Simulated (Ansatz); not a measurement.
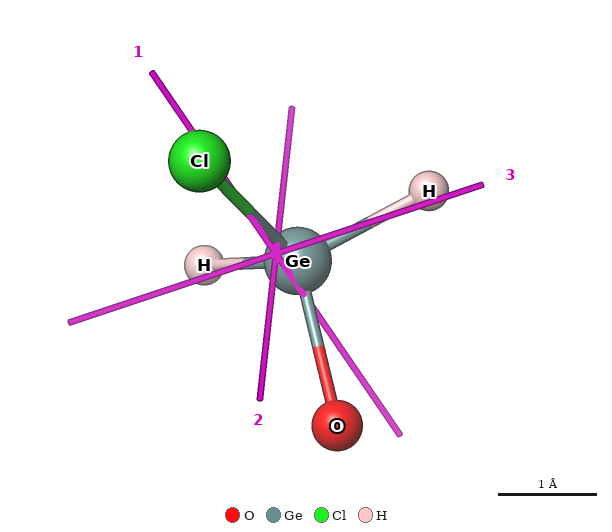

The three principal axes of inertia are drawn and numbered. Atoms fade into the background with distance from the viewer. State: neutral, doublet. Computed geometry: PBE-D4/def2-SVP optimisation. No frequency run is at hand to confirm it as a minimum. Masses are those of the most abundant isotopes; constants are for the rigid equilibrium geometry.

**Which line is the a axis (least moment of inertia), which b and which c?**

a is line 1, b is line 2, c is line 3; the moments are 34.4, 153, 181 u Å².

**What kind of rotor is it, and what are its rotational constants in cm⁻¹?**

An asymmetric top (Cs): A = 0.491, B = 0.110, C = 0.0933 cm⁻¹. Ray's parameter κ is −0.92, close to the prolate limit.
